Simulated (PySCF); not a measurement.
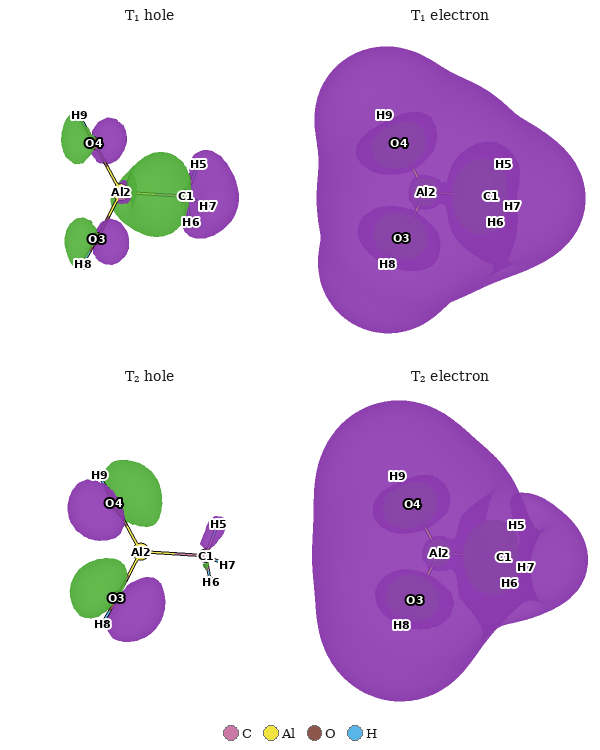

Figure 1: CH5AlO2, SMILES `C[Al](O)O`. Leading natural transition orbitals (full linear response triplet states).

PySCF calculation, B3LYP/6-311+G**, gas phase; geometry: GFN2-xTB. No frequency check shows the geometry to be a minimum.

Coordinates in Å:

```
C1       1.8839    0.1025   -0.0000
Al2     -0.1065   -0.0006   -0.0006
O3      -0.7856   -1.5010    0.0003
O4      -0.9720    1.4006    0.0003
H5       2.2311    1.1324   -0.0219
H6       2.3006   -0.4173   -0.8605
H7       2.2969   -0.3774    0.8851
H8      -1.2127   -2.3436    0.0005
H9      -1.4739    2.2009    0.0006
```

Question: Describe these excited states.

Answer: By state:
- T₁: 5.80 eV (214 nm), spin-forbidden from the singlet ground state, partly diffuse acceptor orbital; the leading pair carries 99 %; hole on C1 (45 %), Al2 (22 %) and O3 and O4 (9 % each), electron on Al2 (50 %), C1 (13 %) and O3 and O4 (7 % each) (atom shares of so diffuse an orbital are rough); their centroids lie 1.1 Å apart.
- T₂: 6.45 eV (192 nm), spin-forbidden from the singlet ground state, partly diffuse acceptor orbital; the leading pair carries 95 %; hole on O3 (42 %), O4 (41 %) and Al2 (8 %), electron on Al2 (46 %), H8 and H9 (11 % each) and O3 and O4 (9 % each) (atom shares of so diffuse an orbital are rough); their centroids lie 0.2 Å apart.
